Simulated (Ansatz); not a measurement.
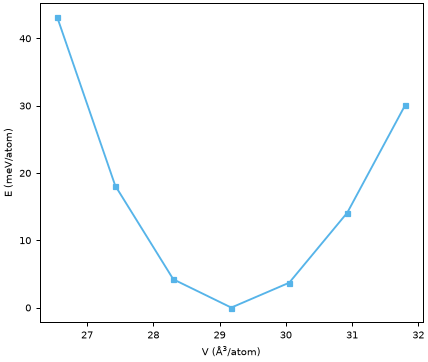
Fig. 1. InTe (rock salt, space group No. 225) under volume change, PBEsol in the plane-wave PAW code Ansatz, scaled uniformly.

Task: What does a third-order Birch–Murnaghan fit give for V₀, B₀ and B′?

Result: V₀ = 29.18 Å³/atom, B₀ = 48.4 GPa, B′ = 4.8.

Space group Fm-3m (rock salt). The workflow started from an entry of the Crystallography Open Database (COD). Whether it is the stable phase at ambient conditions was not checked. The PBEsol relaxation kept the symmetry of its start; whether a distortion lowers the energy is not shown. Scalar-relativistic: spin–orbit coupling is off unless named, which matters more the heavier the elements.

Potentials: the later of the program's two PAW sets.
